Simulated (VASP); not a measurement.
Band structure of BaTiO$_{3}$ (cubic perovskite). These are MS2 meta-GGA, VASP's PBE PAW potentials (set 64) (plane waves; VASP) values and carry that method's errors.

Unless said otherwise, spin-orbit coupling is left out, though it shifts the bands of the heavy elements here.

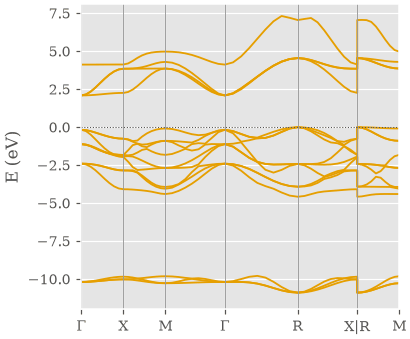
Fig. 1. Bands along high-symmetry lines, zero at the valence-band maximum or, without a gap, the Fermi level

Task: Read the plot: is there a gap, and where are the band edges?

Result: The gap is indirect, 2.09 eV, from the valence maximum at R to the conduction minimum at Γ.

Measured: gap 3.20 eV (computed value off by -1.11 eV), as given by Yu-ichiro Matsushita et al., Physical Review B (2011), arXiv:1104.2769.

The compound is BaTiO3 in the cubic perovskite structure, the ideal cubic form; the compound distorts at low or room temperature. It was relaxed first.
